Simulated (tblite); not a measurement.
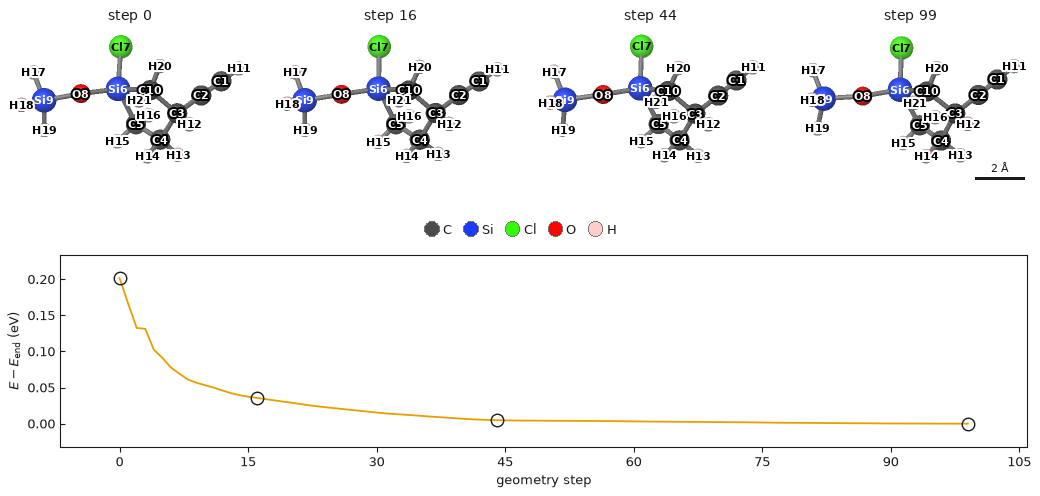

Frames of a relaxation of C6H11ClOSi2, marked on the history of the run. A ball-and-stick model, seen face on.

Level of theory: tblite, GFN2-xTB geometry optimisation, gas phase. 

What happens along the run?

Answer. The largest move after the best rigid fit is that of H18, 0.59 Å. Largest moves by element: H 0.59 Å, O 0.35 Å, Si 0.22 Å, C 0.21 Å, Cl 0.19 Å. Near-neighbour distances that change, for instance: C2–C3 1.478 → 1.451 Å, O8–Si9 1.657 → 1.629 Å, Si6–Cl7 2.043 → 2.016 Å, Si9–H17 1.484 → 1.460 Å. Bond angles that change, for instance: Si6–O8–Si9 139.3° → 157.9°, O8–Si9–H18 109.3° → 103.2°, Cl7–Si6–C10 111.2° → 115.6°. Groups turn about Si6–O8 by about 20°, O8–Si9 by about 20°. The energy falls by 0.202 eV in 99 geometry steps. Cost: 1.4 s on 1 thread of Intel(R) Xeon(R) Platinum 8488C, with other jobs on the host. From step 0 to 16: H18 moves most (0.26 Å), energy −0.166 eV. From step 16 to 44: H atoms move most (0.21 Å), energy −0.031 eV. From step 44 to 99: H19 moves most (0.24 Å), energy −0.005 eV.

| step | E − E(0), eV |
| --- | --- |
| 0 | 0.0000 |
| 1 | -0.0352 |
| 2 | -0.0691 |
| 3 | -0.0704 |
| 4 | -0.0992 |
| 5 | -0.1105 |
| 6 | -0.1239 |
| 7 | -0.1326 |
| 8 | -0.1407 |
| 9 | -0.1451 |
| 10 | -0.1485 |
| 15 | -0.1642 |
| 19 | -0.1709 |
| 24 | -0.1789 |
| 29 | -0.1850 |
| 33 | -0.1890 |
| 38 | -0.1932 |
| 43 | -0.1965 |
| 47 | -0.1973 |
| 52 | -0.1977 |
| 57 | -0.1981 |
| 62 | -0.1987 |
| 66 | -0.1991 |
| 71 | -0.1996 |
| 76 | -0.2002 |
| 80 | -0.2006 |
| 85 | -0.2010 |
| 90 | -0.2014 |
| 94 | -0.2015 |
| 99 | -0.2017 |
